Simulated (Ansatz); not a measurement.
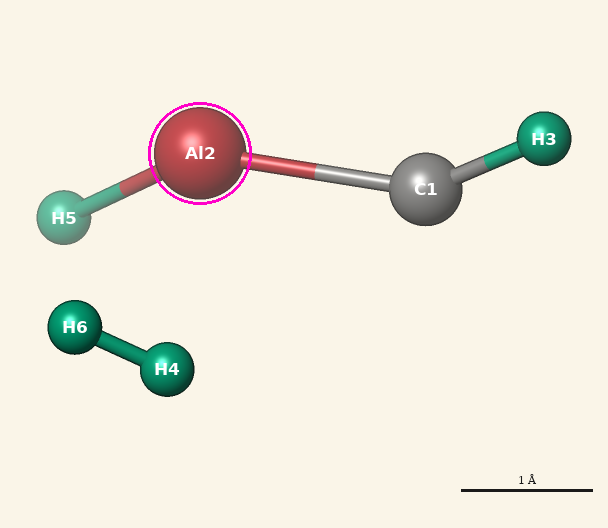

Orthographic view. Depth is shown by fading: the farther an atom, the more it takes the colour of the background. The species is neutral and a spin doublet. The geometry was computed by an optimisation with PBE-D4/def2-SVP. No frequency run is at hand to confirm it as a minimum.

Question: Which atoms are bonded to the circled atom?

Answer: The circled atom is Al2; it is bonded to C1, H5.

Question: Which atom is farthest from the viewer?

Answer: H5, 1.7 Å behind the mean position.

Question: Which two atoms are farthest apart in space?

Answer: H3 and H5, 4.29 Å.
